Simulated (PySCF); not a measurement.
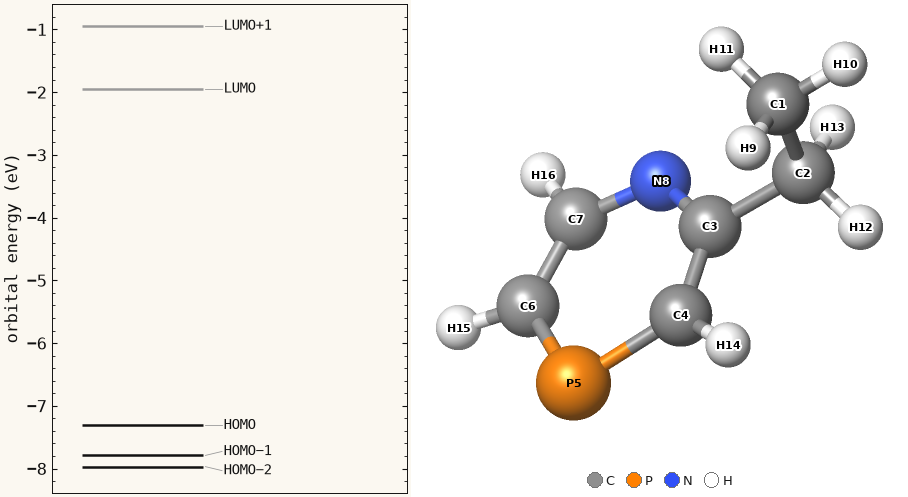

C₆H₈NP, SMILES CCc1cpccn1. Kohn-Sham orbital energies near the frontier, PBE0/def2-SVPD with PySCF 2.14.0, at a GFN2-xTB geometry (no frequency check), isolated molecule; empty levels in grey, levels within 0.03 eV side by side.

**Where do the frontier orbitals lie?**

HOMO at −7.31 eV, LUMO at −1.95 eV, 5.36 eV apart.

**On which atoms do HOMO and LUMO mostly sit?**

HOMO: N8 41 %, P5 15 %, C7 10 %. LUMO: P5 39 %, N8 16 %, C4 16 % (Löwdin shares).

**List the levels with the atoms that carry most of them (a dash for levels above zero or within 0.03 eV of another, where shares mean little).**

| orbital | energy (eV) | Löwdin shares |
| --- | --- | --- |
| LUMO+1 | −0.95 | C3 18 %, C7 18 %, C6 18 % |
| LUMO | −1.95 | P5 39 %, N8 16 %, C4 16 % |
| HOMO | −7.31 | N8 41 %, P5 15 %, C7 10 % |
| HOMO−1 | −7.79 | C6 28 %, C3 16 %, C7 15 % |
| HOMO−2 | −7.97 | P5 28 %, C4 27 %, N8 16 % |

Known limits of this run: the tight-binding geometry is rougher than a DFT one and adds to the error; one conformer of a flexible molecule; empty levels above zero depend strongly on the basis.
